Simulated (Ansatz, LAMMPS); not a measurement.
**Amorphous Ge (61 atoms): support functions against a reference**

Wanted: errors and times of a linear-scaling basis for amorphous Ge (61 atoms). A setting counts as converged where the r.m.s. difference of forces stays under 1 % of the r.m.s. force.

Program: Ansatz 0.2.0. Level of theory: Kohn-Sham DFT, PBE, PAW (set soft_2), plane waves. Results are calculated unless marked as measured.

### 1. Set-up

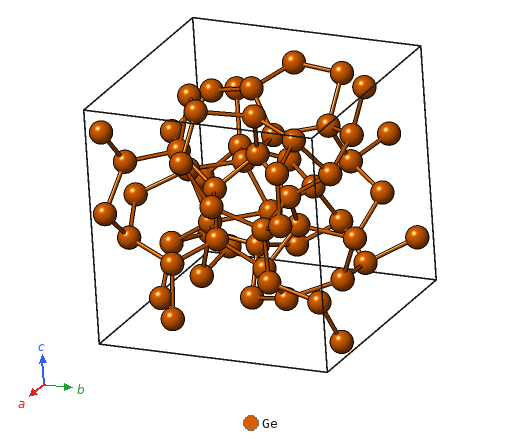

The cell as given, slightly off an axis (germanium orange). Some periodic images of atoms are drawn too.

The cell holds 61 atoms: 61 Ge. Cell: a = 11.099 Å, b = 11.099 Å, c = 11.099 Å, α = 90.0°, β = 90.0°, γ = 90.0°. 61 atoms (61 Ge) placed at random at 5.38 g/cm³, melted at 3500 K for 10 ps at fixed volume with the Tersoff potential (Tersoff, Phys. Rev. B 39, 5566 (1989)). Quenched from 3500 K to 100 K at 5 K/ps and fixed volume, held 5 ps, then minimised at fixed cell.

Before any run, some limits are plain. The quench rate of 5 K/ps is many orders above laboratory rates, so the cell is likely richer in defects and strain than a real sample. The network of bonds at the start is that of the classical potential that made the cell, and needn't be the one that DFT or experiment would give. Sampling is at Γ alone, for a cell whose shortest periodic width is 11 Å.

### 2. The classical run that made the cell

A classical potential makes the cell, at a small fraction of what the same run would cost in DFT.

This step: classical MD, Tersoff potential (Tersoff, Phys. Rev. B 39, 5566 (1989)) (LAMMPS 22 Jul 2025 - Update 4).

Input file in.lmp:

```
# melt-quench of Ge61
units metal
atom_style atomic
boundary p p p
region box block 0 11.0988 0 11.0988 0 11.0988
create_box 1 box
mass 1 72.6300   # Ge
create_atoms 1 random 61 281316 NULL overlap 2.03 maxtry 2000
pair_style tersoff
pair_coeff * * SiCGe.tersoff Ge
neigh_modify delay 0 every 1 check yes
thermo_style custom step time temp pe press density
thermo_modify norm yes
timestep 0.001
thermo 100
min_style cg
minimize 1e-4 1e-4 200 2000
reset_timestep 0
velocity all create 3500 281317 mom yes dist gaussian
fix lim all nve/limit 0.05
fix lan all langevin 3500 3500 0.1 281318 zero yes
thermo 500
run 1000 post no
unfix lim
unfix lan
thermo 1666
fix md all nvt temp 3500 3500 0.1
run 10000 post no
unfix md
thermo 68000
fix md all nvt temp 3500 100 0.1
run 680000 post no
unfix md
thermo 2500
fix md all nvt temp 100 100 0.1
run 5000 post no
unfix md
thermo 100
min_style cg
minimize 0 1e-3 2000 20000
write_dump all custom glass.dump id type xs ys zs modify sort id
```

Run with:

```
lmp -in in.lmp -log none -nocite
```

Numbers of over 12 decimals in the logs are rounded to 6 here.

The log of the run:

```text
LAMMPS (22 Jul 2025 - Update 4)
Created orthogonal box = (0 0 0) to (11.0988 11.0988 11.0988)
Created 61 atoms
   Step          Time           Temp          PotEng         Press         Density
         0   0              0             -1.6675849      132078.94      5.381048
        47   0.047          0             -3.0273811      19432.973      5.381048
Loop time of 0.0132199 s on 1 MPI rank(s) for 47 steps with 61 atoms
Minimization stats:
  Stopping criterion = energy tolerance
  Energy initial, next-to-last, final =
     -1.66758492132508   -3.0271303003031  -3.02738107033316
  Force two-norm initial, final = 64.786944 1.1433136
[... 33 lines left out ...]
    695000   695            96.962111     -3.5613024      13194.519      5.381048
    696000   696            97.01502      -3.5564578      13253.886      5.381048
Loop time of 0.512492 s on 1 MPI rank(s) for 5000 steps with 61 atoms
   Step          Time           Temp          PotEng         Press         Density
    696000   696            97.01502      -3.5564578      13253.886      5.381048
    696055   696.055        97.01502      -3.5725857      11508.043      5.381048
Loop time of 0.0201746 s on 1 MPI rank(s) for 55 steps with 61 atoms
Minimization stats:
  Stopping criterion = force tolerance
  Energy initial, next-to-last, final =
      -3.5564577744108  -3.57258573005727  -3.57258573054706
  Force two-norm initial, final = 5.1143999 0.00093692252
  Iterations, force evaluations = 55 193
```

It took 92 s on 1 thread of Arm Neoverse V1, shared host; peak memory 0.071 GiB.

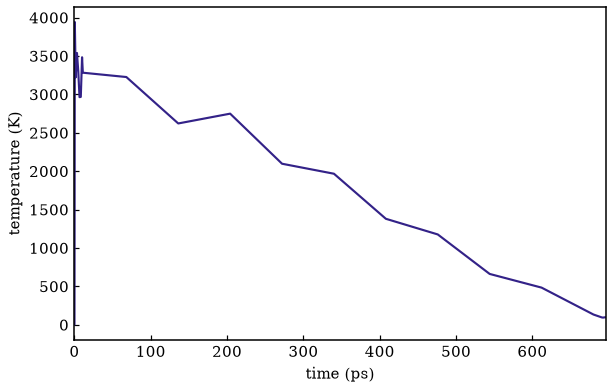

Temperature against time.

### 3. Plane-wave single point

The first run uses the default basis; a harder plane-wave run follows as the reference for the support functions.

Input file input.yaml:

```yaml
crystal:
  lattice:
    - [11.0988, 0.0, 0.0]
    - [0.0, 11.0988, 0.0]
    - [0.0, 0.0, 11.0988]
  atoms:
    - { symbol: Ge, position: [0.86395, 0.69006, 0.51904] }
    - { symbol: Ge, position: [0.18642, 0.78725, 0.1209] }
    - { symbol: Ge, position: [0.4683, 0.89072, 0.34933] }
    - { symbol: Ge, position: [0.54561, 0.61026, 0.08755] }
    - { symbol: Ge, position: [0.9667, 0.04655, 0.54788] }
    - { symbol: Ge, position: [0.60681, 0.55506, 0.72397] }
    - { symbol: Ge, position: [0.07166, 0.96524, 0.20623] }
    - { symbol: Ge, position: [0.10964, 0.45069, 0.12803] }
    - { symbol: Ge, position: [0.9779, 0.82418, 0.81869] }
    - { symbol: Ge, position: [0.50158, 0.09602, 0.24707] }
    - { symbol: Ge, position: [0.52257, 0.28329, 0.36713] }
    - { symbol: Ge, position: [0.99903, 0.83388, 0.60465] }
    - { symbol: Ge, position: [0.15622, 0.25124, 0.5438] }
    - { symbol: Ge, position: [0.45414, 0.41174, 0.03293] }
    - { symbol: Ge, position: [0.77398, 0.9576, 0.03566] }
    - { symbol: Ge, position: [0.34836, 0.3613, 0.5699] }
    - { symbol: Ge, position: [0.91801, 0.49468, 0.61248] }
    - { symbol: Ge, position: [0.87773, 0.28397, 0.3291] }
    - { symbol: Ge, position: [0.5991, 0.08327, 0.04868] }
    - { symbol: Ge, position: [0.80697, 0.39626, 0.9653] }
    - { symbol: Ge, position: [0.4294, 0.95693, 0.98834] }
    - { symbol: Ge, position: [0.38241, 0.48238, 0.38166] }
    - { symbol: Ge, position: [0.25616, 0.09524, 0.0092] }
    - { symbol: Ge, position: [0.61613, 0.00965, 0.4892] }
    - { symbol: Ge, position: [0.71896, 0.41315, 0.60252] }
    - { symbol: Ge, position: [0.41196, 0.79607, 0.14018] }
    - { symbol: Ge, position: [0.52539, 0.67379, 0.40199] }
    - { symbol: Ge, position: [0.86975, 0.70328, 0.29705] }
    - { symbol: Ge, position: [0.76394, 0.79973, 0.87375] }
    - { symbol: Ge, position: [0.66497, 0.23786, 0.72324] }
    - { symbol: Ge, position: [0.44035, 0.89258, 0.78052] }
    - { symbol: Ge, position: [0.65567, 0.70679, 0.57834] }
    - { symbol: Ge, position: [0.31093, 0.39758, 0.86876] }
    - { symbol: Ge, position: [0.19546, 0.75647, 0.55483] }
    - { symbol: Ge, position: [0.30096, 0.72106, 0.74444] }
    - { symbol: Ge, position: [0.81215, 0.06786, 0.38892] }
    - { symbol: Ge, position: [0.30711, 0.37748, 0.19572] }
    - { symbol: Ge, position: [0.67986, 0.58981, 0.26732] }
    - { symbol: Ge, position: [0.12642, 0.49913, 0.91855] }
    - { symbol: Ge, position: [0.394, 0.52195, 0.7168] }
    - { symbol: Ge, position: [0.2934, 0.16202, 0.21927] }
    - { symbol: Ge, position: [0.03954, 0.11607, 0.05227] }
    - { symbol: Ge, position: [0.70198, 0.3994, 0.37883] }
    - { symbol: Ge, position: [0.93128, 0.03484, 0.88152] }
    - { symbol: Ge, position: [0.03265, 0.4018, 0.45536] }
    - { symbol: Ge, position: [0.79411, 0.06215, 0.70541] }
    - { symbol: Ge, position: [0.9472, 0.30573, 0.12304] }
    - { symbol: Ge, position: [0.35833, 0.05746, 0.66294] }
    - { symbol: Ge, position: [0.86174, 0.91508, 0.23431] }
    - { symbol: Ge, position: [0.07515, 0.63522, 0.23679] }
    - { symbol: Ge, position: [0.25024, 0.18947, 0.81028] }
    - { symbol: Ge, position: [0.64502, 0.89042, 0.69372] }
    - { symbol: Ge, position: [0.61747, 0.276, 0.94366] }
    - { symbol: Ge, position: [0.14699, 0.71826, 0.90799] }
    - { symbol: Ge, position: [0.69491, 0.59583, 0.92458] }
    - { symbol: Ge, position: [0.50707, 0.19342, 0.57593] }
    - { symbol: Ge, position: [0.29522, 0.93749, 0.48259] }
    - { symbol: Ge, position: [0.03969, 0.19299, 0.73673] }
    - { symbol: Ge, position: [0.96613, 0.39758, 0.80578] }
    - { symbol: Ge, position: [0.15545, 0.07651, 0.38932] }
    - { symbol: Ge, position: [0.17943, 0.57625, 0.41876] }
kpoints:
  mp_grid: { grid: [1, 1, 1] }
hamiltonian:
  xc: pbe
scf:
  occupations: { method: fermi_dirac, width: 0.025 }
output:
  forces: true
  stress: true
  populations: intrinsic
  dos:
    method: { smearing: { sigma: 0.15 } }
    de: 0.1
    projected: { site_lists: { Ge: [Ge] } }
  eigenvalues: true
  write_density: true
  write_potential: true
  volumetric_format: npy
```

Run with:

```
ansatz run input.yaml --threads 8 --pin off --max-ram 15872MiB --backend cpu --events-out ev --progress --plain --runs-dir out
```

The log of the run:

```text
Engine: ansatz 0.2.0, aarch64-unknown-linux-gnu
Pseudopotentials: kind: paw
Pseudopotential: Ge, paw, valence charge 14, recommended cutoff 420 eV (normal), Ge.paw.azcp
[... 5 lines on functional and potentials left out ...]
Crystal: 61 atoms, lattice volume = 1367.187 Å³
Basis set: ecut = 420 eV, 26745 PW (Γ), exchange–correlation on 150×150×150 points (8 copies of the dense FFT grid, shifted against one another)
Bands: 513, of which v1, the nominal top of the filled ones, is band 427 counted from 1 (426 counted from 0)
Symmetry: 1 space group operations
Space group: P1 (ITA 1), of the structure as read, at distance tolerance 1.1e-4 Å
k-points: 1
[... 3 lines on functional and potentials left out ...]
Initial density: superposition of atomic densities (neutral atoms: chi_scale 0, normalization atom), corrected by the library's trained network
Initial wavefunctions: pseudopotential atomic-orbital guess
Functional: x = pbe(κ = 0.804, μ = 0.219515), c = pbe(β = 0.066725)
SCF iter   1: F=—  HF=-261978.018972 eV  |F-HF|=—  |Δ(HF+E_count)|=         —  Δρ=4.19e-3  dr2=6.41e-1  ethr=1.77e-3  ⟨swp⟩=6.0  Hψ=1675  notcnv=0  defer=58
preconditioner: auto → LDOS  [insulator: Δε(μ)=0.190 eV  Ē_g=22.293 eV  σ=0.025 eV  W_gap=0.96  n_scr=364 (ndim 8)  ℏωp=29.3 eV  f_vac=0.076  D(μ)=3.47/eV (n_scr^D=6)  ε∞_Penn≈2.7  β→1.0]
SCF iter   2: F=—  HF=-261978.024155 eV  |F-HF|=—  |Δ(HF+E_count)|=   5.18e-3  Δρ=3.29e-3  dr2=8.26e-1  ethr=7.50e-5  ⟨swp⟩=3.0  Hψ=1035  notcnv=0  defer=76
SCF iter   3: F=—  HF=-261977.870655 eV  |F-HF|=—  |Δ(HF+E_count)|=   1.53e-1  Δρ=8.90e-4  dr2=5.82e-2  ethr=7.50e-5  ⟨swp⟩=5.0  Hψ=877  notcnv=0  defer=76
SCF iter   4: F=—  HF=-261977.860635 eV  |F-HF|=—  |Δ(HF+E_count)|=   1.00e-2  Δρ=2.52e-4  dr2=2.38e-3  ethr=6.82e-6  ⟨swp⟩=2.0  Hψ=873  notcnv=0  defer=76
SCF iter   5: F=—  HF=-261977.860091 eV  |F-HF|=—  |Δ(HF+E_count)|=   5.43e-4  Δρ=7.62e-5  dr2=2.97e-4  ethr=2.78e-7  ⟨swp⟩=2.0  Hψ=866  notcnv=0  defer=76
SCF iter   6: F=—  HF=-261977.860079 eV  |F-HF|=—  |Δ(HF+E_count)|=   1.22e-5  Δρ=3.04e-5  dr2=4.19e-5  ethr=3.48e-8  ⟨swp⟩=2.0  Hψ=553  notcnv=0  defer=76
SCF iter   7: F=—  HF=-261977.859328 eV  |F-HF|=—  |Δ(HF+E_count)|=   7.51e-4  Δρ=1.18e-5  dr2=4.43e-6  ethr=4.91e-9  ⟨swp⟩=3.0  Hψ=1029  notcnv=0  defer=76
SCF iter   8: F=—  HF=-261977.859329 eV  |F-HF|=—  |Δ(HF+E_count)|=   1.41e-6  Δρ=4.62e-6  dr2=7.26e-7  ethr=5.18e-10  ⟨swp⟩=2.0  Hψ=575  notcnv=0  defer=76
SCF iter   9: F=—  HF=-261977.859329 eV  |F-HF|=—  |Δ(HF+E_count)|=   3.62e-7  Δρ=1.91e-6  dr2=1.57e-7  ethr=8.50e-11  ⟨swp⟩=2.0  Hψ=575  notcnv=0  defer=76
SCF iter  10: F=-261977.859330 eV  HF=-261977.859330 eV  |F-HF|=4.07e-10  |Δ(HF+E_count)|=   5.12e-8  Δρ=7.83e-7  dr2=1.89e-8  ethr=1.17e-11  ⟨swp⟩=13.0  Hψ=3489  notcnv=0
SCF 1 converged in 10 iterations: F = -261977.859330 eV  dr2 = 1.89e-8
  greatest PAW one-centre occupation: 0.998 electrons in one spin orbital (limit 2), on the Ge atom at site 23 (counted from 0), in its partial waves of l = 2
SCF converged after 10 iterations
Free energy (F): -261977.859330 eV
Harris-Foulkes:  -261977.859330 eV  (|F-HF|=4.07e-10)
Internal energy: -261977.836659 eV  (E = F + TS)
E sigma→0 (E₀):  -261977.847994 eV
Entropy (-TS):   -0.022671 eV (-0.372 meV/atom)
Fermi energy:    8.402972 eV
--- Per-component energies (eV) ---
  E_band       = -8997.822619
  E_kinetic    = 6811.083815
  E_local      = -152491.767416  (includes V_loc(G=0)·N_el)
  E_nonlocal   = 25500.761735
  E_hartree    = 67075.480709
  E_xc         = -4617.773486
  E_vxc        = -3950.412911  (∫ρ·V_xc dr)
  E_paw        = -123173.810807  (= ΣΔE_a)
  E_vpaw       = -19018.459368  (= ΣTr[D̂ρ^β])
  E_aug_tail   = 0.019803  (compensation charges beyond the density's cutoff)
  E_ewald      = -81081.831012
  E_smearing   = -0.022671  (= −TS)
  E_closure    = 0.000000  (closes the sum)
  Σ components = -261977.859330   (vs F -261977.859330, Δ=0.00e0)
--- Forces (eV/Å), atoms counted from 1 ---
  atom   1  Ge    -0.02345116    -0.24401559     0.06507527
  atom   2  Ge     0.38567453     0.22069340    -0.18229691
  atom   3  Ge    -0.19050180    -0.48865483    -0.30296412
  atom   4  Ge    -0.23037235    -0.08044523    -0.25445777
  atom   5  Ge    -0.27037167     0.25455442     0.51312558
  atom   6  Ge     0.10617993    -0.24776932     0.27687795
  atom   7  Ge     0.02324599    -0.10666273     0.14791125
  atom   8  Ge    -0.00353210     0.04560548     0.22515943
  atom   9  Ge    -0.29949779     0.32097647     0.42216630
  atom  10  Ge     0.32899513    -0.16507320    -0.01339882
  atom  11  Ge     0.02469638    -0.54215101     0.17607211
  atom  12  Ge     0.09738805     0.21623975    -0.03478753
  atom  13  Ge    -0.18116910    -0.42984924    -0.39512066
  atom  14  Ge     0.15766231    -0.25371955     0.22874293
[...]
atom  60  Ge     0.58792622     0.33562556    -0.56730029
  atom  61  Ge    -0.10308829    -0.26764964     0.21654884
  max |Σ_I F_I| component: 2.08e-5 eV/Å
--- Stress (GPa, compression-positive) ---
        5.853420       0.127911       0.467883
        0.127911       4.018637      -1.441395
        0.467883      -1.441395       5.626084
  P = ⅓ Tr σ = 5.1660 GPa (51.660 kbar)
--- Band table (eV) ---
  k-point 0: bands = ["-16.4871", "-16.4736", "-16.4528", "-16.4156", [... 497 levels ...], "13.6619", "13.7096", "13.7787", "13.7924", "13.8446", "13.8998", "13.9760", "13.9930", "14.0503", "14.0679", "14.1537", "14.2015"]
--- intrinsic populations: 61 sites ---
  site symbol       q [e]
     0     Ge     14.0036
     1     Ge     14.0148
     2     Ge     14.0203
[...]
60     Ge     13.9586
  spilling = -0.000000 (of n_electrons = 854.000000)
```

Elapsed: 21 s, on 8 threads of Arm Neoverse V1, shared host; peak memory 2.1 GiB.

Reading the cycles: dr2 is the Hartree energy of the density residual (eV), the measure of convergence; HF is the Harris–Foulkes estimate of the energy, which meets the free energy F at convergence.

The run gave:

```yaml
free_energy: -261977.8593 eV
free_energy_per_atom: -4294.7190 eV/atom
scf_cycles: 10
pressure: 5.166 GPa
r_m_s_force_component: 0.2636 eV/Å
longest_force: 0.91 eV/Å
fermi_energy: 8.403 eV
levels_partly_filled_by_over_2_per_cent: 2
```

The r.m.s. force component of 0.26 eV/Å and the pressure of 5.2 GPa set the scale for the differences below.

### 4. Plane waves at 750 eV (750 eV)

A harder cutoff gives the support functions a reference with less basis error.

input.yaml, the sections that differ from step 3:

```yaml
output:
  forces: true
  eigenvalues: true
basis:
  ecutwfc: "750 eV"
# crystal, kpoints, hamiltonian, scf: as in step 3
```

The log of the run:

```text
[...]
Crystal: 61 atoms, lattice volume = 1367.187 Å³
Basis set: ecut = 750 eV, 63989 PW (Γ), exchange–correlation on 200×200×200 points (8 copies of the dense FFT grid, shifted against one another)
Bands: 513, of which v1, the nominal top of the filled ones, is band 427 counted from 1 (426 counted from 0)
Symmetry: 1 space group operations
[...]
k-points: 1
[...]
SCF iter   1: F=—  HF=-261978.092724 eV  |F-HF|=—  |Δ(HF+E_count)|=         —  Δρ=4.21e-3  dr2=6.42e-1  ethr=1.77e-3  ⟨swp⟩=6.0  Hψ=1838  notcnv=0
[...]
SCF iter   4: F=—  HF=-261977.934307 eV  |F-HF|=—  |Δ(HF+E_count)|=   1.00e-2  Δρ=2.55e-4  dr2=2.34e-3  ethr=6.89e-6  ⟨swp⟩=2.0  Hψ=874  notcnv=0  defer=58
automatic band count: iteration 4 solves 495 bands in place of 513: the levels show a gap, and the empty bands left out lie too high to hold charge; the band table lists the bands solved (type scf.n_extra_bands for more)
SCF iter   5: F=—  HF=-261977.933809 eV  |F-HF|=—  |Δ(HF+E_count)|=   4.98e-4  Δρ=7.67e-5  dr2=2.98e-4  ethr=2.74e-7  ⟨swp⟩=2.0  Hψ=866  notcnv=0  defer=58
[...]
SCF iter  10: F=-261977.932844 eV  HF=-261977.932844 eV  |F-HF|=1.19e-9  |Δ(HF+E_count)|=   5.67e-8  Δρ=7.97e-7  dr2=2.00e-8  ethr=1.17e-11  ⟨swp⟩=9.0  Hψ=1792  notcnv=0
SCF 1 converged in 10 iterations: F = -261977.932844 eV  dr2 = 2.00e-8
[...]
SCF converged after 10 iterations
Free energy (F): -261977.932844 eV
[...]
Internal energy: -261977.910168 eV  (E = F + TS)
E sigma→0 (E₀):  -261977.921506 eV
Entropy (-TS):   -0.022676 eV (-0.372 meV/atom)
Fermi energy:    8.402673 eV
[...]
Σ components = -261977.932844   (vs F -261977.932844, Δ=0.00e0)
--- Forces (eV/Å), atoms counted from 1 ---
  atom   1  Ge    -0.02348224    -0.24407752     0.06509406
  atom   2  Ge     0.38578228     0.22082110    -0.18226915
  atom   3  Ge    -0.19045876    -0.48867968    -0.30304481
  atom   4  Ge    -0.23047297    -0.08039148    -0.25438816
[...]
atom  61  Ge    -0.10302180    -0.26780452     0.21654108
  max |Σ_I F_I| component: 2.09e-5 eV/Å
--- Band table (eV) ---
[...]
```

Elapsed: 27 s, on 8 threads; peak memory 4.2 GiB; 3.5 min of CPU time.

Forces differ from the reference by 0.056 meV/Å r.m.s., 0.021 % of their size, well within a tolerance of 1 %; the energy by -1.2 meV/atom.

### 5. Support functions medium

With localised support functions most steps grow linearly with size, though the diagonalisation grows faster unless the density matrix is cut; this run measures error and cost at this size. Besides, the program derives a nominal cutoff of 420 eV for this run, against the reference's 750.

This step: Kohn-Sham DFT, PBE, PAW (set soft_2), localised support functions (medium) (Ansatz 0.2.0).

input.yaml, the sections that differ from step 4:

```yaml
scf:
  occupations: { method: fermi_dirac, width: 0.025 }
  eigensolver: { kind: { support_functions: { accuracy: medium } } }
  max_iter: 150
# crystal, kpoints, hamiltonian, output: as in step 4
# basis: removed
```

The log of the run:

```text
Warning: scf.eigensolver.kind.support_functions: disabling space-group detection — the functions' gradient is summed over unrotated k-points, so no spatial operation reduces the k-mesh or symmetrises the density; time reversal is kept, so that k and −k are solved as one point where they differ and the mesh holds both, and exact exchange and, on two spinor components, a DFT+U term hold to it where the run has them: [...]
settings of this run that can trade accuracy for cost: scf.eigensolver.kind.support_functions [...]
[...]
Crystal: 61 atoms, lattice volume = 1367.187 Å³
Basis set: ecut = 420 eV, 26745 PW (Γ), exchange–correlation on 150×150×150 points (8 copies of the dense FFT grid, shifted against one another)
Bands: 513, of which v1, the nominal top of the filled ones, is band 427 counted from 1 (426 counted from 0)
Symmetry: 1 space group operations
k-points: 1
[...]
SCF iter   1: F=—  HF=-261965.345735 eV  |F-HF|=—  |Δ(HF+E_count)|=         —  Δρ=2.83e-2  dr2=1.09e1  ethr=1.00e-1
[...]
SCF iter  12: F=—  HF=-261977.935902 eV  |F-HF|=—  |Δ(HF+E_count)|=   4.09e-4  Δρ=8.68e-6  dr2=1.10e-6  ethr=3.28e-10  κ⁻¹=1.7e-5(r=7)
SCF iter  13: F=-261977.936232 eV  HF=-261977.936232 eV  |F-HF|=5.42e-7  |Δ(HF+E_count)|=   3.30e-4  Δρ=4.16e-6  dr2=2.35e-7  ethr=1.29e-10
SCF 1 converged in 13 iterations: F = -261977.941380 eV  dr2 = 2.35e-7
[...]
SCF converged after 13 iterations
Stability not checked: this state was not tested for a lower state beside it, because the mixer in use, unlike msr1, does not test its closes by its own steps (another_mixer; see scf.mixing.algorithm and scf.lower_state_search)
Free energy (F): -261977.941380 eV
[...]
Internal energy: -261977.918756 eV  (E = F + TS)
E sigma→0 (E₀):  -261977.930068 eV
Entropy (-TS):   -0.022624 eV (-0.371 meV/atom)
Fermi energy:    8.402733 eV
[...]
Σ components = -261977.941380   (vs F -261977.941380, Δ=0.00e0)
--- Forces (eV/Å), atoms counted from 1 ---
  atom   1  Ge    -0.02335368    -0.24402090     0.06498553
  atom   2  Ge     0.38594479     0.22084670    -0.18217354
  atom   3  Ge    -0.19053622    -0.48867785    -0.30304921
  atom   4  Ge    -0.23059120    -0.08025298    -0.25429540
[...]
atom  61  Ge    -0.10301208    -0.26775326     0.21667475
  max |Σ_I F_I| component: 9.31e-4 eV/Å
--- Band table (eV) ---
[...]
```

It took 83 s on 8 threads; peak memory 3.5 GiB; 11 min of CPU time.

The program notes that the band table was not solved further than the SCF left it and it switched symmetry off.

Keys that differ from the reference: basis.ecutwfc removed, support_functions.accuracy = "medium" and scf.max_iter = 150.

Forces differ from the reference by 0.094 meV/Å r.m.s., 0.035 % of their size, well within a tolerance of 1 %; the energy by -0.14 meV/atom. It took 3.1 times the reference's time (shared host, so rough). The two runs also began from different starting densities, which bears on cycles and time.

[end of part 1 of 4]

[Logs are printed without paths, hosts, clocks, repeated set-up lines and the standing remarks that a program may print on its own settings, such as how far it seeks lower states.]

[Hosts, paths, dates, database ids (printed as entryN), source tags and the programs' standing remarks are cut or masked in the printed files.]
